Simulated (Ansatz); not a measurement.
# Run report: SO2F2, single-point calculation

- system: SO2F2, SMILES O=S(=O)(F)F
- method: RHF-CCSD(T), frozen core/def2-TZVPP (Ansatz 0.2.0)

The geometry comes from this level: PBE0-D4/def2-TZVP.

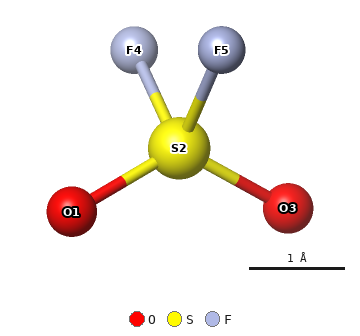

*The input geometry (ball-and-stick view, seen at a tilt; atoms are numbered from 1 in the order of the input).*

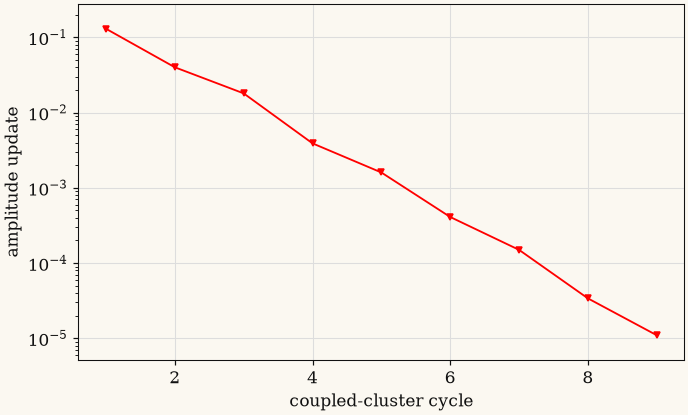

*Convergence of the coupled-cluster equations: amplitude update against the coupled-cluster cycle.*

The residual falls at every step.

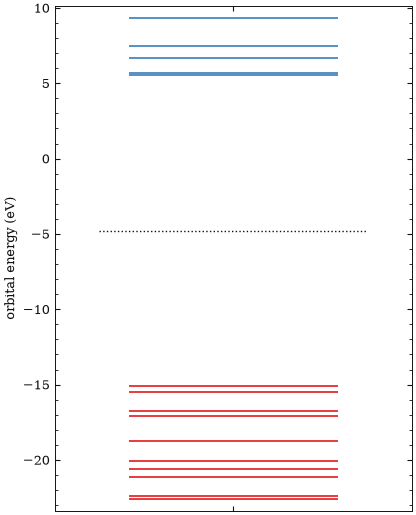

*Orbital energies near the frontier; the dotted line parts filled from empty levels, and levels within 0.02 eV of each other stand side by side.*

Highest filled −15.10 eV, lowest empty 5.54 eV, 20.64 eV apart.

These pictures come from the run below.

**Input file**
```yaml
crystal:
  periodic: [false, false, false]
  atoms:
    - {symbol: O, position_ang: [-0.388173, -0.151073, 1.421719]}
    - {symbol: S, position_ang: [0.070873, -0.096864, 0.095874]}
    - {symbol: O, position_ang: [1.129589, -0.862245, -0.418749]}
    - {symbol: F, position_ang: [-1.140880, -0.267578, -0.837449]}
    - {symbol: F, position_ang: [0.328593, 1.377759, -0.261405]}
basis:
  gaussian: {orbitals: def2-TZVPP}
correlation: {method: ccsd_t}
output: {orbitals: {seedname: orbitals}}
```

**What the program printed**
```
Functional definition: HF
  name "HF"
  cite "Fock, Z. Phys. 61, 126 (1930) doi:10.1007/BF01340294"
  parent pbe
  exchange = exact_x
  correlation = 0
1079 factors; integrals over basis functions are off by at most 8.3e-4 eV
mean field evaluation 1: about -20300.5490 eV, gradient 6.3e1 eV
mean field evaluation 2: about -20300.9151 eV, gradient 6.3e1 eV
mean field evaluation 4: about -20307.1552 eV, gradient 3.7e0 eV
mean field evaluation 8: about -20307.2189 eV, gradient 4.0e-1 eV
mean field evaluation 16: about -20300.5522 eV, gradient 6.2e1 eV
mean field -20307.21935729 eV, -746.2765466526 hartree, gradient 4.2e-6 eV, S^2 0.000000; 0 other end points of the search recorded, 0 dependent functions left out
9 core orbitals not correlated: weight in the atoms' cores, before any rotation towards them, 1.000 or more for the frozen orbitals, at most 0.000 for the correlated occupied ones
reference -20307.21935729 eV, -746.2765466526 hartree; 16, 16 occupied and 141, 141 virtual orbitals, 1079 factors
second order -31.38289286 eV of doubles, -0.00000000 eV of singles
cycle   1  -30.27662120 eV  change     1.1e0 eV  update   1.3e-1
cycle   2  -31.03486620 eV  change   -7.6e-1 eV  update   4.0e-2
cycle   3  -31.19786000 eV  change   -1.6e-1 eV  update   1.8e-2
cycle   4  -31.16926521 eV  change    2.9e-2 eV  update   3.9e-3
cycle   5  -31.16638862 eV  change    2.9e-3 eV  update   1.6e-3
cycle   6  -31.16755645 eV  change   -1.2e-3 eV  update   4.1e-4
cycle   7  -31.16729649 eV  change    2.6e-4 eV  update   1.5e-4
cycle   8  -31.16721275 eV  change    8.4e-5 eV  update   3.4e-5
cycle   9  -31.16722680 eV  change   -1.4e-5 eV  update   1.1e-5
perturbative correction -1.20170459 eV, -0.0441618293 hartree
Total energy: -20339.58828868 eV, -747.4660829408 hartree
```

**Key numbers**

| quantity | value |
| --- | --- |
| outcome | converged |
| total energy | −20339.5883 eV |
| mean-field energy | −20307.2194 eV |
| CCSD correlation | −31.1672 eV |
| (T) correction | −1.2017 eV |
| T1 diagnostic | 0.015 |
| SCF solution under orbital rotations | stable |
| HOMO | −15.10 eV |
| LUMO | 5.54 eV |
| hardware | 2 CPU threads, shared host |
| wall time | 12 s (CPU time 21 s) |
| peak memory | 0.89 GiB |
